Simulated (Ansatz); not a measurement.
## Effect of Ti on a Si site on Si

Start from a 16-atom supercell of Si in the diamond structure (space group Fd-3m, No. 227; a = 5.4443 Å) at its relaxed geometry.

The change: a neutral Ti on a Si site, atoms relaxed at fixed cell, starting from a slightly rattled geometry.

Calculations: Ansatz (a quantum-chemistry and plane-wave program) r2SCAN, spin-orbit coupling left out. k-mesh 4×4×4 (Γ-centred); smearing 0.01 eV (Fermi–Dirac).

The pressure goes from zero to 2.7 GPa and the mean distance from the defect site to its nearest host atoms rises by 0.10 Å (2.36 Å → 2.46 Å).

Final structure:

```xyz
16
Lattice="0.0000 5.4443 5.4443 5.4443 0.0000 5.4443 5.4443 5.4443 0.0000" Properties=species:S:1:pos:R:3 pbc="T T T"
Ti     2.7161     2.7085     2.7172
Si     5.4392     5.4324     2.7049
Si     5.4384     2.6993     5.4384
Si     8.1712     5.4308     5.4397
Si     2.7059     5.4313     5.4376
Si     5.4385     8.1648     5.4386
Si     5.4377     5.4325     8.1716
Si     8.1607     8.1540     8.1608
Si     4.1370     4.1299     4.1352
Si     6.7406     6.7331     4.1376
Si     6.7401     4.1291     6.7422
Si     9.5187     6.7961     6.8024
Si     4.1358     6.7340     6.7400
Si     6.8030     9.5121     6.8022
Si     6.8025     6.7960     9.5189
Si     9.5186     9.5122     9.5190
```

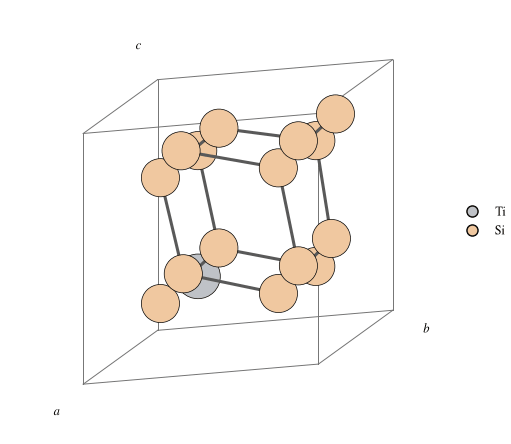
Figure: The relaxed cell after the change

Other magnetic orders, which the real material may have, were not ruled out. In so small a cell the defect repeats every few ångströms: this is an ordered compound, not a dilute defect. Seeded moments were not kept for Ti on a Si site. The defect cell is spin-polarised and ends with 0.0 μB.
